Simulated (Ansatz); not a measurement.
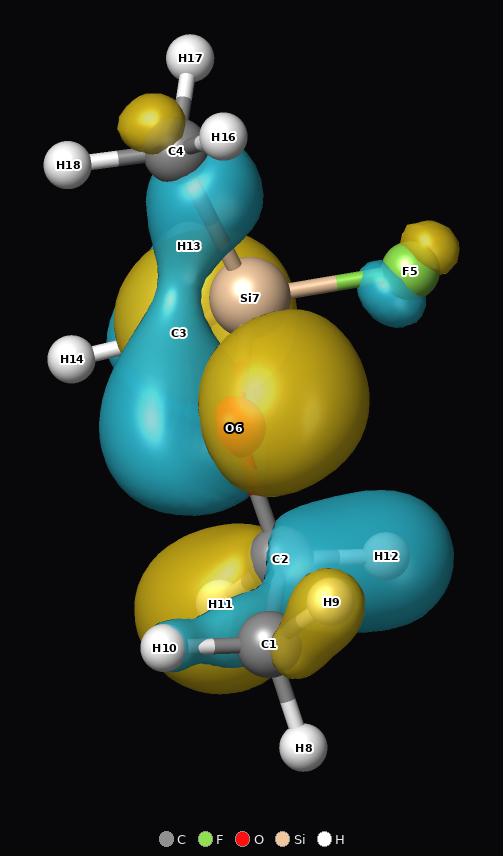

C4H11FOSi (SMILES CCO[Si](C)(C)F). The HOMO at ±0.1 Å⁻³ᐟ² (yellow and cyan are the two phases), seen at an oblique angle.

Geometry: r2SCAN-D4/def2-SVP.

These are results of isolated molecule in a Gaussian basis; Kohn-Sham density functional theory, functional PBE0 (Ansatz), not measurements.

```xyz
18

C    -1.4659    0.4421    2.4335
C    -0.4203    1.0200    1.5052
C     2.4036    1.0406   -0.4916
C     0.6143   -1.0168   -2.0231
F    -0.0305    1.7295   -1.6931
O    -0.2124    0.1247    0.4226
Si    0.6861    0.4730   -0.9268
H    -1.6412    1.1122    3.2894
H    -2.4167    0.3002    1.8975
H    -1.1393   -0.5373    2.8153
H     0.5301    1.1797    2.0531
H    -0.7485    2.0075    1.1258
H     2.9917    1.2532   -1.3989
H     2.9432    0.2758    0.0901
H     2.3777    1.9655    0.1070
H    -0.4322   -1.2873   -2.2343
H     1.1211   -0.8318   -2.9833
H     1.0962   -1.8831   -1.5427
```

> Where does this orbital lie, and at what energy?

Its weight (Hirshfeld) is mainly on O6 (about 45 %), C2 (about 10 %), C3 (about 10 %), H11 (about 10 %) and Si7 (about 10 %). Its energy is −8.16 eV.
